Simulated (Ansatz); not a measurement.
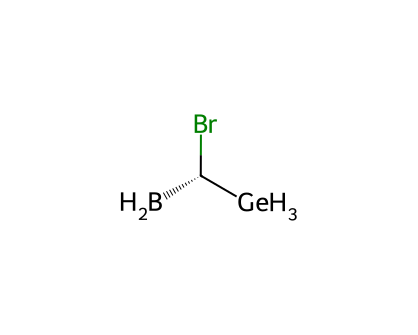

Write the SMILES.

B[C@@H]([GeH3])Br

Give the formula, hydrogens included.

CH6BBrGe.

An optimisation with PBE0-D4/def2-TZVP gave a structure of which point group?

C1.

More results for the same structure follow; atom numbers are the same in all pictures, views and colours differ. The computed structure is the end point of a PBE0-D4/def2-TZVP optimisation.

**Levels of theory compared**

Program: Ansatz 0.2.0.

Tabulate HOMO–LUMO gap (eV) at these levels: BHLYP-D4/def2-TZVPP; BLYP-D4/def2-TZVPP; HSE06 (plane-wave form)-D4/def2-TZVPP; PBE0-D4/def2-QZVPP; PBE0-D4/def2-SVP; r2SCAN-D4/def2-TZVPP; r2SCAN0-D4/def2-TZVPP; revPBE-D4/def2-TZVPP; ωB97M-V/def2-QZVPP; ωB97M-V/def2-SVP; ωB97M-V/def2-TZVPP; ωB97X-V/def2-TZVPP.

| level | HOMO–LUMO gap (eV) |
| --- | --- |
| BHLYP-D4/def2-TZVPP | 7.99 |
| BLYP-D4/def2-TZVPP | 3.76 |
| HSE06 (plane-wave form)-D4/def2-TZVPP | 5.14 |
| PBE0-D4/def2-QZVPP | 5.90 |
| PBE0-D4/def2-SVP | 5.92 |
| r2SCAN-D4/def2-TZVPP | 4.34 |
| r2SCAN0-D4/def2-TZVPP | 6.27 |
| revPBE-D4/def2-TZVPP | 3.82 |
| ωB97M-V/def2-QZVPP | 9.93 |
| ωB97M-V/def2-SVP | 10.10 |
| ωB97M-V/def2-TZVPP | 10.00 |
| ωB97X-V/def2-TZVPP | 10.36 |

**Dipole moment**

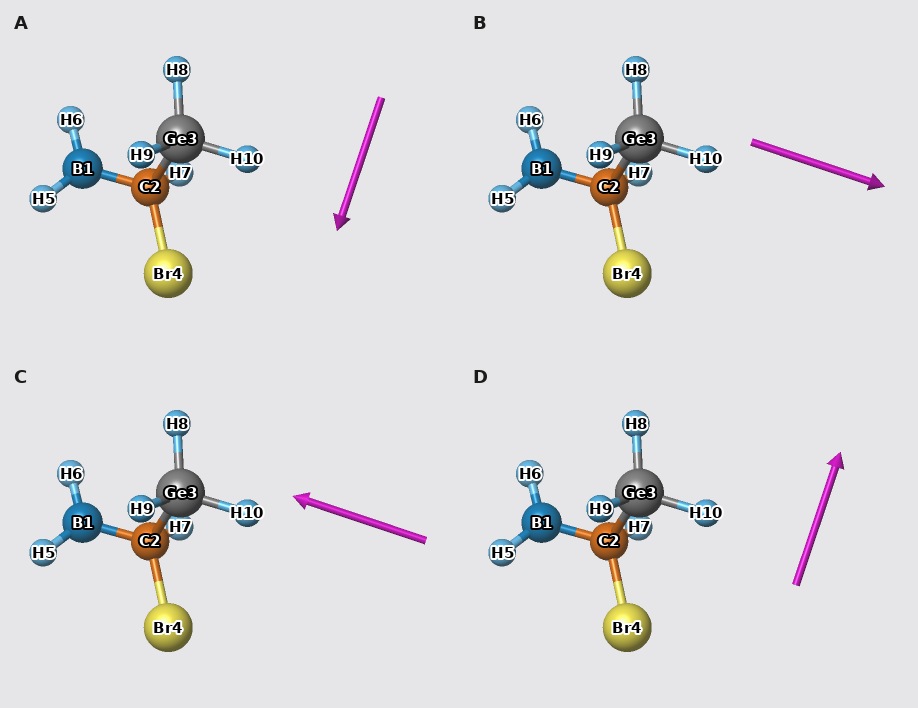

The same molecule four times, each with an arrow. Level of theory: RKS ωB97M-V/def2-TZVPP (Ansatz 0.2.0).

Which arrow points along the dipole moment, from the negative to the positive end?

D. The dipole moment is 1.68 D; it points from the side of Br4 to the side of H8 (the outermost atoms at the two ends).

**Thermal motion**

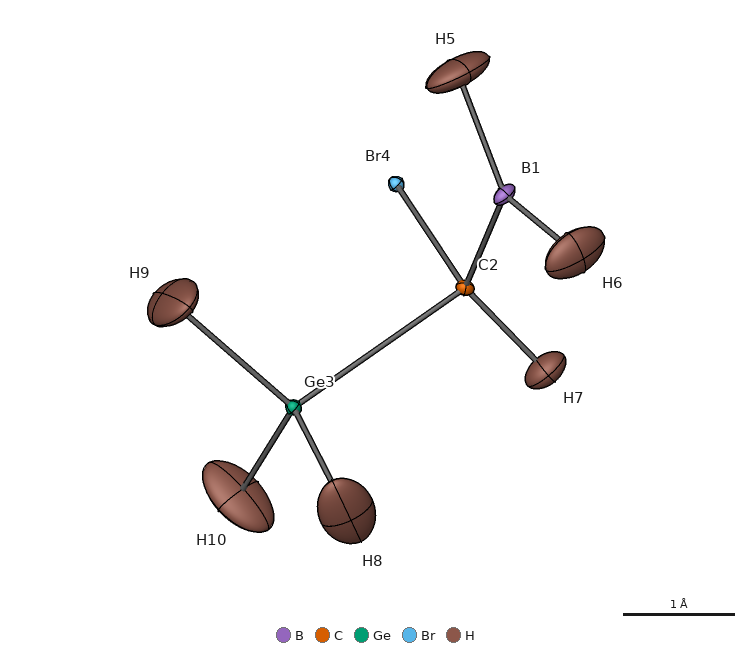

Displacement ellipsoids at the 50 % level, from the internal vibrations of the free molecule (harmonic, no overall translation or rotation; no half-axis is drawn under 0.075 Å). Vibrations computed with RKS PBE0-D4/def2-TZVP (Ansatz 0.2.0). Temperature: 0 K (zero-point motion alone).

List U_eq and the three principal root-mean-square amplitudes for each kind of atom.

```csv
atom,U_eq (Å²),rms amplitudes (Å)
B1,0.0034,"0.031, 0.056, 0.077"
C2,0.0024,"0.045, 0.047, 0.055"
Ge3,0.00037,"0.006, 0.014, 0.030"
Br4,0.00032,"0.006, 0.011, 0.028"
H5,0.0262,"0.084, 0.158, 0.216"
H6,0.0239,"0.094, 0.142, 0.207"
H7,0.0140,"0.086, 0.124, 0.138"
H8,0.0343,"0.091, 0.163, 0.261"
H9,0.0376,"0.087, 0.167, 0.278"
H10,0.0355,"0.088, 0.168, 0.266"
```
